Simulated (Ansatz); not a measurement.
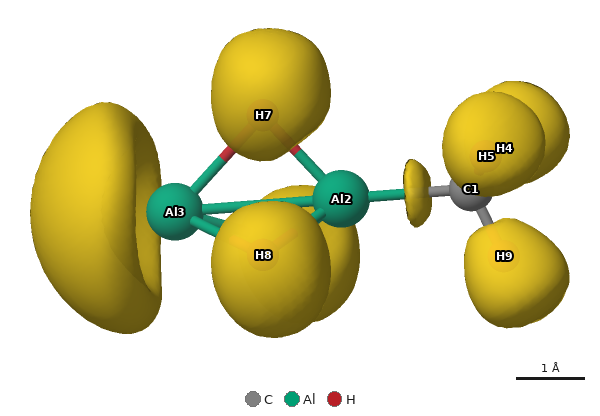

Figure 1: CH6Al2. Isosurface of the electron localisation function at 0.9 (yellow), seen at a tilt. Core shells and regions of very low density are left out.

Geometry: PBE-D3(BJ)/def2-SVP.

The calculation used isolated molecule in a Gaussian basis; Kohn-Sham density functional theory, functional PBE0 (Ansatz).

The calculation's input:

```
crystal:
  periodic: [false, false, false]
  atoms:
    - {symbol: C, position_ang: [-0.477474, -1.351029, 0.299222]}
    - {symbol: Al, position_ang: [0.991873, -0.273827, -0.427787]}
    - {symbol: Al, position_ang: [2.869070, 1.102549, -1.356766]}
    - {symbol: H, position_ang: [-0.415225, -1.414280, 1.405274]}
    - {symbol: H, position_ang: [-1.461479, -0.909708, 0.038073]}
    - {symbol: H, position_ang: [2.672171, -0.529851, -0.287296]}
    - {symbol: H, position_ang: [1.364637, 1.362722, -0.125416]}
    - {symbol: H, position_ang: [1.333907, 0.101698, -2.055875]}
    - {symbol: H, position_ang: [-0.450127, -2.384726, -0.103207]}
basis:
  gaussian:
    orbitals: def2-TZVPD
hamiltonian:
  xc: pbe0
output:
  forces: true
  orbitals: {seedname: orbitals}
```

Command:

```sh
ansatz run input.yaml --threads 1 --pin off --max-ram 2610MiB --events-out events.jsonl --progress --plain --runs-dir runs
```

### What do the ELF domains correspond to?

The ELF exceeds this value in one region between bonded Al–C atoms (shared pairs), six regions around hydrogen nuclei and one lobe on Al, pointing away from the bonds (lone pairs).

Values along the shortest contacts:
Al3···H8 (1.96 Å): the ELF climbs to about 1 towards the hydrogen. C–Al (1.96 Å): the ELF peaks at about 0.95 between the atoms, as expected for a shared but strongly polarised pair.
